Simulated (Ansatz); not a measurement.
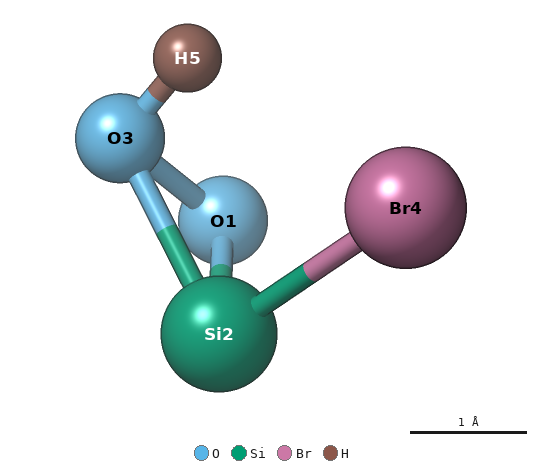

Orthographic view. Distant atoms are faded towards the background colour. Computed geometry: PBE0-D4/def2-TZVP optimisation. No frequency run is at hand to confirm it as a minimum.

Give the geometry as a Z-matrix, atoms in numerical order, with these reference atoms: 2 to 1; 3 to 1, 2; 4 to 2, 1, 3; 5 to 3, 1, 2.

```
O  
Si   1   1.729
O    1   1.464   2    75.7
Br   2   2.318   1    99.1   3   -84.1
H    3   0.976   1   102.0   2   100.4
```
